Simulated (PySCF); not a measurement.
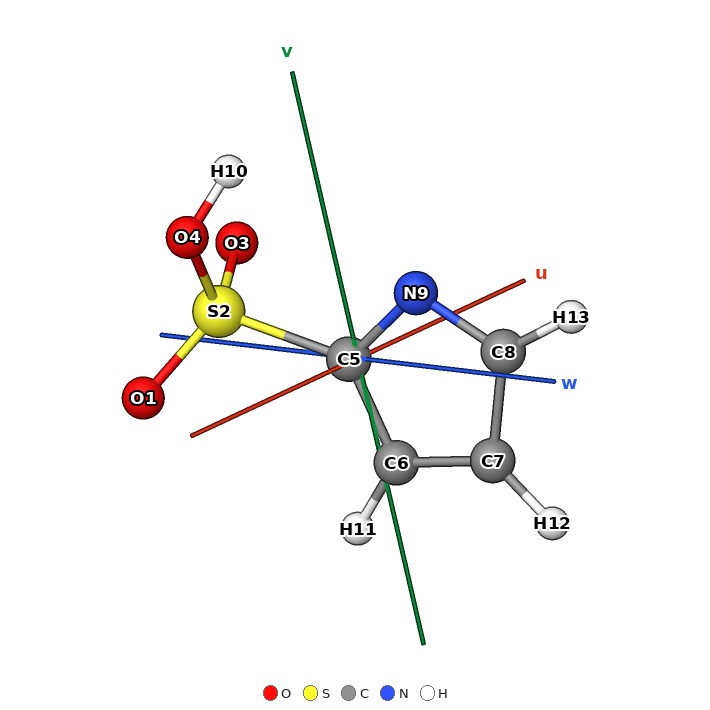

The lines u, v and w are the principal axes of the g tensor. Charge 0, doublet. The geometry was computed by an optimisation with GFN2-xTB. No frequency run is at hand to confirm it as a minimum. Properties computed with UKS B3LYP, pcH-1 on C H N O S, non-relativistic, mean-field spin-orbit, GIAO (PySCF 2.14.0).

**Along which axis does g lie farthest from the free-electron value?**

Along w: the shift is −360 ppm.

Give the principal values and shifts.

```csv
axis,g,shift (ppm)
u,2.00243,110
v,2.00266,339
w,2.00196,−360
```
